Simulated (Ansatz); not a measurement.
**GaSb: carrier doping**

Consider GaSb in the zinc blende structure (space group F-43m, No. 216; a = 6.132 Å).

Carriers are added at fixed cell with a uniform background; the Fermi–Dirac width is that of 300 K.

Calculations: DFT with r2SCAN, PAW potentials and a 500 eV plane-wave cutoff in Ansatz (an electronic-structure program), scalar-relativistic without spin-orbit coupling.

Notes on the quantities. Fermi level from band edge: Fermi level relative to the doped band's edge (positive inside the band; to 0.05 eV).

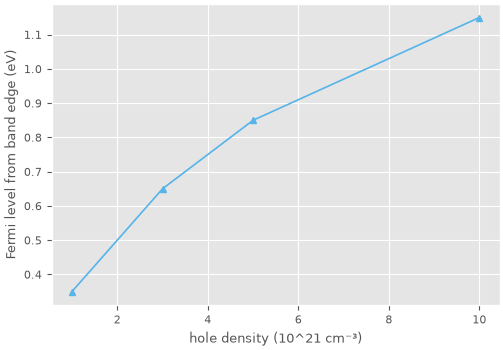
*Fermi level from band edge against hole density*

**Question.** From the plot, what is the Fermi level from band edge for holes 1.0×10^22 cm⁻³?

**Answer.** About 1.15 eV.

**Question.** Is the trend monotonic over the range shown?

**Answer.** Yes, it rises throughout, spanning +0.35 eV to +1.15 eV.

Carriers are added with a uniform compensating background; total energy and stress of such cells depend on the potential's zero and are not compared; many-body gap narrowing is missing at this level. Whether these cells are dynamically stable was not tested.
